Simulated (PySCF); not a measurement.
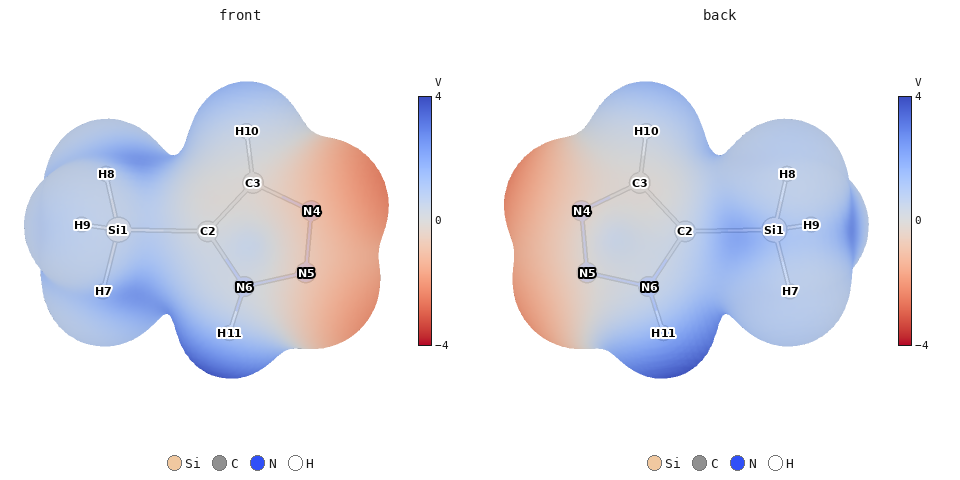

Figure 1: C2H5N3Si. The molecular electrostatic potential painted on the density surface at 0.004 e/bohr³, seen from the front and from behind; the colour scale runs from red (negative) to blue (positive).

Geometry: GFN2-xTB.

Level of theory: wB97X-D/def2-SVPD, SCF density, gas phase in PySCF 2.14.0.

```yaml
atoms:
  - { symbol: Si, position_ang: [-1.7162, -0.1526, -0.0658] }
  - { symbol: C, position_ang: [0.1413, 0.0612, -0.0055] }
  - { symbol: C, position_ang: [0.9667, 1.1742, -0.0138] }
  - { symbol: N, position_ang: [2.2453, 0.7718, 0.0615] }
  - { symbol: N, position_ang: [2.2815, -0.5043, 0.1172] }
  - { symbol: N, position_ang: [1.0356, -0.9577, 0.0793] }
  - { symbol: H, position_ang: [-1.9764, -1.5174, -0.5336] }
  - { symbol: H, position_ang: [-2.2593, 0.8386, -0.9899] }
  - { symbol: H, position_ang: [-2.2570, 0.0244, 1.2824] }
  - { symbol: H, position_ang: [0.7039, 2.2101, -0.0701] }
  - { symbol: H, position_ang: [0.8401, -1.9457, 0.1123] }
```

Which sites attract a positive test charge, and which a negative one?

A positive charge is drawn to the negative regions and a negative charge to the positive ones. The most negative region (about −2.3 V) lies over N4, the most positive (about +3.6 V) over H11. N4 is the likeliest acceptor of a hydrogen bond.

What dipole moment does the calculation give?

Its dipole moment is 4.35 D.
